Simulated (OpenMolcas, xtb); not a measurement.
# GaNH2ClF (SMILES [NH2][Ga]([F])[Cl]): methods side by side

GaNH2ClF has 6 atoms, charge 0, and is taken as a singlet. SMILES: `[NH2][Ga]([F])[Cl]`. The coordinates come from a PBE0-D4/def2-TZVP relaxation.

Quantity: the HOMO–LUMO gap, in eV. The values are calculated.

| level | kind | program | value (eV) | CPU time |
| --- | --- | --- | --- | --- |
| GFN0-xTB | semi-empirical | xtb | 5.02 | under 2 s |
| HF/6-31G* (spherical functions) | Hartree–Fock | OpenMolcas | 13.61 | 11 s |
| SVWN5/6-31G* (spherical functions) | LDA | OpenMolcas | 4.42 | 23 s |
| BLYP/6-31G* (spherical functions) | GGA | OpenMolcas | 4.36 | 29 s |
| revPBE/6-31G* (spherical functions) | GGA | OpenMolcas | 4.53 | 29 s |
| TPSS/6-31G* (spherical functions) | meta-GGA | OpenMolcas | 4.73 | 39 s |
| PBE0/6-31G* (spherical functions) | global hybrid | OpenMolcas | 6.90 | 27 s |
| B2PLYP/6-31G* (spherical functions) | double hybrid | OpenMolcas | 9.36 | 18 s |

All-electron rows without a relativistic Hamiltonian named are non-relativistic. The values span 4.36 to 13.61 eV. Orbital gaps aren't excitation energies, and those of double hybrids come from the SCF part alone; they tend to grow with the share of exact exchange. Times are those of the runs behind each value, whatever else they computed, on shared processors of several kinds: orders of magnitude only.

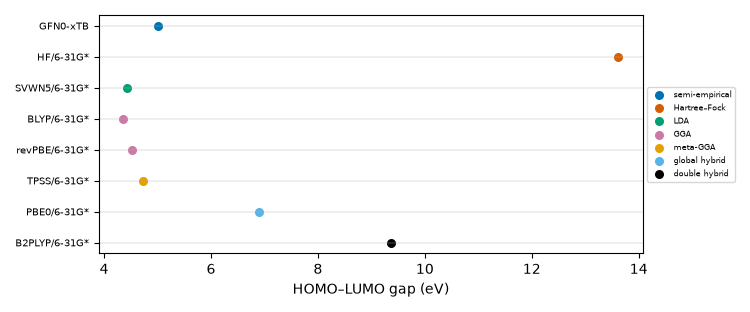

The values of the table, level by level.
